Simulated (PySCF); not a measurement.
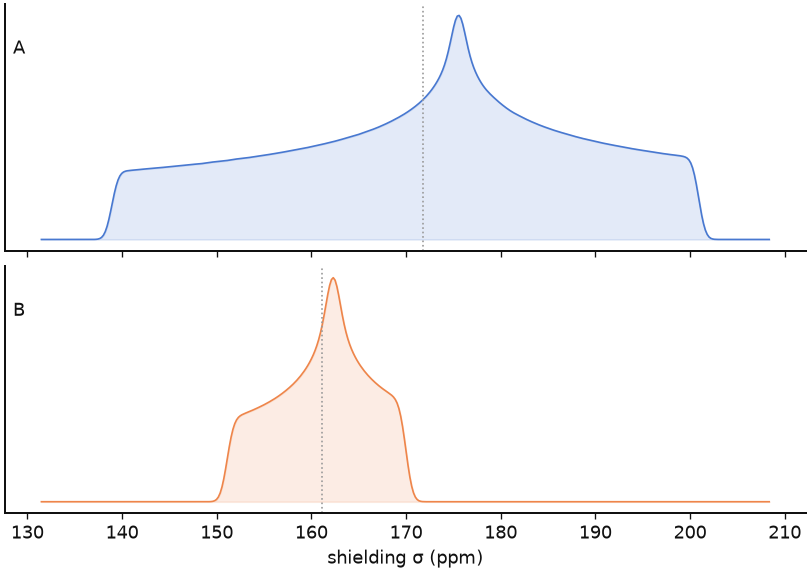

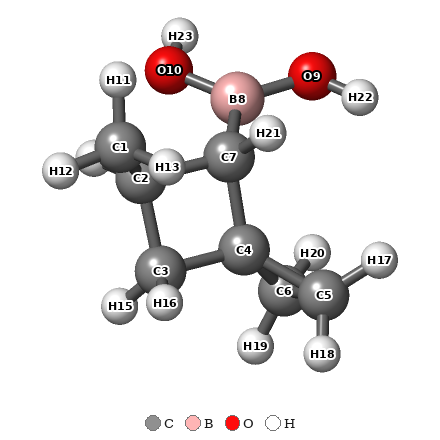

Static powder patterns (¹³C) from GIAO shielding tensors of C₇H₁₃BO₂, SMILES C[C@@H]1CC2(CC2)[C@H]1B(O)O, PBE0/pcSseg-1 with PySCF, at a GFN2-xTB geometry (no frequency check); absolute shielding, one fixed geometry of the isolated molecule without any motion, no dipolar terms. The dotted line is the isotropic value; skew is 3(σiso − σ22)/span.

Question: The panels belong to C2 and C6. Which is which?

Answer: panel A: C6, σ11, σ22, σ33 = 139, 176, 201 ppm, isotropic 172, span 62 ppm, skew −0.18; panel B: C2, σ11, σ22, σ33 = 151, 162, 170 ppm, isotropic 161, span 19 ppm, skew −0.18.

Known limits of this run: the tight-binding geometry is rougher than a DFT one and adds to the error; one conformer of a flexible molecule.
